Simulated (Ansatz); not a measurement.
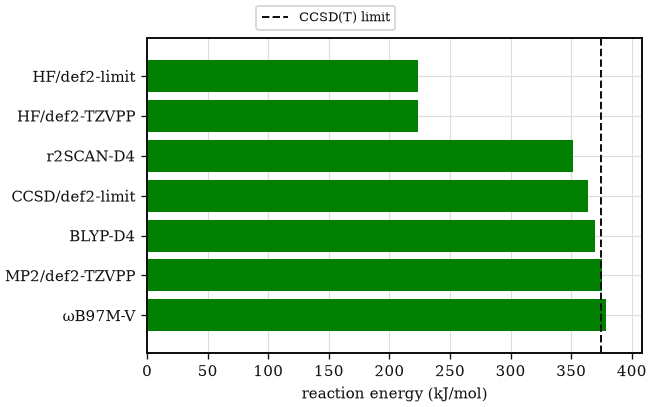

Electronic reaction energy of CH₇NSn (N[CH2][SnH3]) → CH₂ ([CH2]) [triplet] + SnNH₅ ([NH2][SnH3]) (SMILES in brackets) at several levels (functionals in def2-TZVPP unless a basis is named), isolated molecules at PBE0-D4 triple-zeta geometries, minima by their frequencies, no zero-point or thermal terms, the Ansatz code. The line is frozen-core CCSD(T) at the basis limit (MP2 extrapolated from triple and quadruple zeta, plus CCSD(T) less MP2 in a smaller set). The distance of MP2/def2-TZVPP to the limit includes basis error. Core potentials past Kr. The limit lies 10.4 kJ/mol from CCSD(T)/def2-TZVPP, so the line itself is uncertain by a part of that.

Question: What range do the values span, the line included?

Answer: From 223.3 kJ/mol (HF/def2-limit) to 378.3 kJ/mol (ωB97M-V).

Question: Give the values.

Answer:
```csv
level,kJ/mol,less CCSD(T) limit
HF/def2-limit,223.3,−151.5
HF/def2-TZVPP,223.8,−151.0
r2SCAN-D4,351.1,−23.7
CCSD/def2-limit,363.8,−11.0
BLYP-D4,369.7,−5.1
MP2/def2-TZVPP,375.0,0.2
ωB97M-V,378.3,3.6
CCSD(T) limit,374.8,0.0
```

Caveats: outer-core shells are correlated without core-valence functions, which makes the correlated values less sure; spin-orbit coupling is left out, and with Sn it can shift these values; other spin states of the triplet species weren't compared here.
